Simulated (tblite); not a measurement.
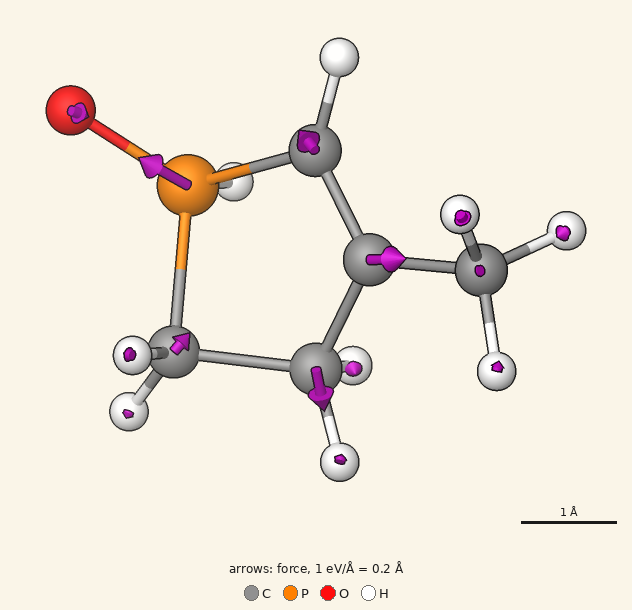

Starting geometry of C5H9OP with the computed forces as purple arrows. A ball-and-stick model, seen at a tilt.

Computed with GFN2-xTB geometry optimisation, gas phase in tblite 0.8.0. 

Question: What follows when this structure is relaxed?

Answer: It isn't relaxed: the largest force vector, on the P atom, is 3.80 eV/Å. The final displacements have little in common with the starting forces (cosine between the two patterns 0.19). After 88 geometry steps the energy has fallen by 0.664 eV. An H atom moves most after the best rigid fit: 0.92 Å. By element the largest moves are H 0.92 Å, O 0.31 Å, P 0.26 Å, C 0.24 Å. Some distances before and after: C–C 1.455 → 1.509 Å, C–C 1.524 → 1.490 Å, C–H 1.128 → 1.094 Å, O–P 1.490 → 1.464 Å. Among the angles between lasting bonds that change: P–C–C 93.7° → 105.0°, H–C–H 116.1° → 108.1°, C–P–O 112.6° → 119.7°. Groups turn about C–C by about 50°, C–C by about 20°. Cost: 0.83 s on 1 thread of Arm Neoverse N1, on a shared host.
